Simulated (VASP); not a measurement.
Band structure of InP (zinc blende). These are B3LYP hybrid, VASP's PBE PAW potentials (set 64) (plane waves; VASP) values and carry that method's errors.

Unless said otherwise, spin-orbit coupling is left out, though it shifts the bands of the heavy elements here.

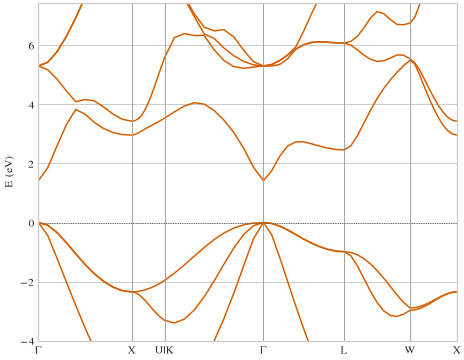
Figure: Bands along high-symmetry lines, zero at the valence-band maximum or, without a gap, the Fermi level

**Question.** Read the plot: is there a gap, and where are the band edges?

**Answer.** The gap is direct, 1.42 eV, from the valence maximum at Γ to the conduction minimum at Γ.

Measured: gap 1.47 eV (computed value off by -0.05 eV), as given by Wei Chen et al., Physical Review Materials (2018), doi:10.1103/physrevmaterials.2.073803 [zero-point renormalisation of 0.05 eV added back (the table's ZPR column)].

The compound is InP in the zinc blende structure. It was relaxed first. The cell's shape comes from a PBE relaxation.
